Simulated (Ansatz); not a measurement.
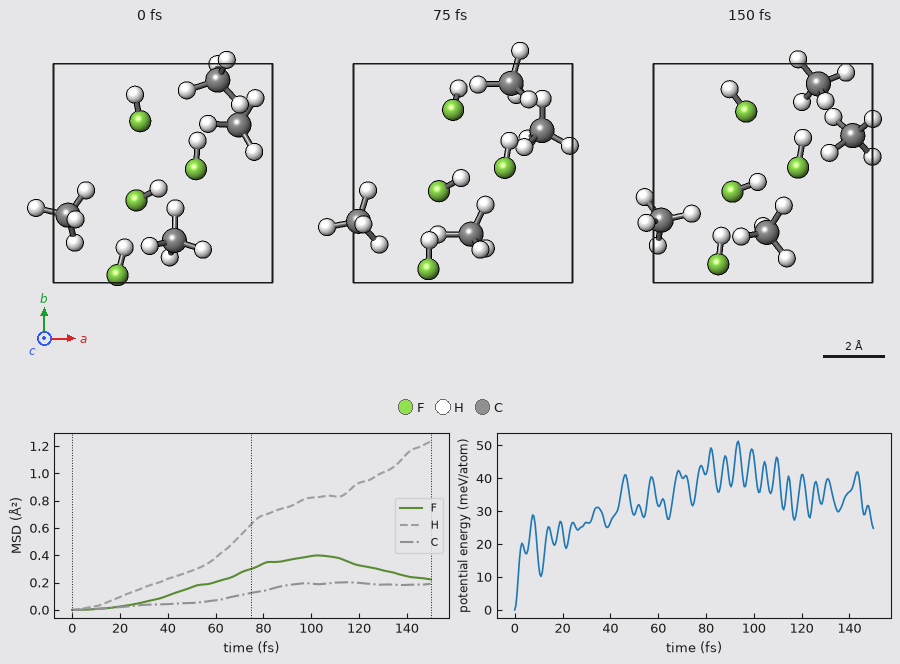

First-principles dynamics of a periodic cell with 4 HF + 4 CH4 at 0.617 g/cm³, 150 fs long. Frames and the history of the run. Style: ball-and-stick. Shown: the simulation cell, along the c axis. Atoms that leave the cell re-enter on the other side.

The calculation used DFT PBE, scalar-relativistic, plane waves, PAW (Ansatz). Settings: plane-wave cutoff 420 eV; k-point mesh 1 × 1 × 1; Fermi-Dirac smearing 0.02 eV; low-accuracy preset; Langevin thermostat (NVT); set temperature 400 K; time step 0.5 fs; friction 0.02 per fs.

Input file:
```yaml
accuracy: low
crystal:
  lattice:
    - [7.293633, 0.0, 0.0]
    - [0.0, 7.293633, 0.0]
    - [0.0, 0.0, 7.293633]
  atoms:
    - { symbol: F, position: [0.64641877, 0.5142109, 0.80379443] }
    - { symbol: H, position: [0.65420332, 0.64427093, 0.79719597] }
    - { symbol: F, position: [0.3748565, 0.37170168, 0.63976893] }
    - { symbol: H, position: [0.47624705, 0.42620891, 0.70464582] }
    - { symbol: F, position: [0.28846122, 0.03062902, 0.6983062] }
    - { symbol: H, position: [0.32115294, 0.1566027, 0.68077385] }
    - { symbol: F, position: [0.39217285, 0.73327966, 0.04571118] }
    - { symbol: H, position: [0.36848225, 0.85423533, 0.08441226] }
    - { symbol: C, position: [0.54795523, 0.18880701, 0.21864816] }
    - { symbol: H, position: [0.67830982, 0.1467097, 0.28042302] }
    - { symbol: H, position: [0.55272788, 0.33552956, 0.18548361] }
    - { symbol: H, position: [0.4355406, 0.16374631, 0.31534925] }
    - { symbol: H, position: [0.5269146, 0.11145717, 0.09116419] }
    - { symbol: C, position: [0.84262687, 0.71635337, 0.28539264] }
    - { symbol: H, position: [0.70214834, 0.72109775, 0.33927458] }
    - { symbol: H, position: [0.91251613, 0.59338319, 0.33626961] }
    - { symbol: H, position: [0.91811681, 0.83841752, 0.32984992] }
    - { symbol: H, position: [0.83779376, 0.71164393, 0.13516086] }
    - { symbol: C, position: [0.06283143, 0.30421604, 0.03788299] }
    - { symbol: H, position: [-0.08331485, 0.33715985, 0.02434355] }
    - { symbol: H, position: [0.09360114, 0.17874756, -0.03886373] }
    - { symbol: H, position: [0.0969051, 0.28526333, 0.18344763] }
    - { symbol: H, position: [0.14479248, 0.417595, -0.0173719] }
    - { symbol: C, position: [0.74614864, 0.92075717, 0.75177435] }
    - { symbol: H, position: [0.74458175, 0.9937324, 0.6205662] }
    - { symbol: H, position: [0.84736271, 0.80930861, 0.74284873] }
    - { symbol: H, position: [0.60471151, 0.8741458, 0.77897189] }
    - { symbol: H, position: [0.78721626, 1.01336189, 0.86264599] }
basis:
  ecutwfc: 420.0
kpoints:
  mp_grid: { grid: [1, 1, 1] }
hamiltonian:
  xc: pbe
scf:
  occupations: { method: fermi_dirac, width: 0.02 }
  lower_state_search: "off"
md:
  timestep: 0.5
  n_steps: 300
  ensemble: nvt_langevin
  temperature: 400.0
  initial_velocities: maxwell_boltzmann
  seed: 43123
  friction: 0.02
```

Run as
```bash
ansatz run input.yaml --threads 1 --pin off --max-ram 3072MiB --backend cpu --events-out ev --progress --plain --runs-dir out
```

> Describe the run.

The mean temperature in the second half is 375 K (standard deviation 41 K). The potential energy is still drifting at the end, so the run hasn't reached equilibrium. The potential energy in the second half lies on average 38.0 meV per atom above the first frame. In the second half of the run the atoms are, in the root-mean-square, this far from where they began (common drift taken out): H 0.95 Å, F 0.57 Å, C 0.43 Å. The heavy atoms stay within a fraction of a molecule's size of their starting places, while the hydrogen atoms travel further, as molecules turn; so short a run doesn't tell a liquid from a solid.

Limits of the set-up: the program's low-accuracy preset was used; the periodic images lie only 7.3 Å apart, so the values are limited by the cell's size.

Cost: 7 min on 1 thread of Intel(R) Xeon(R) Platinum 8375C CPU @ 2.90GHz (Ice Lake), with other jobs on the host, peak memory 0.49 GiB.
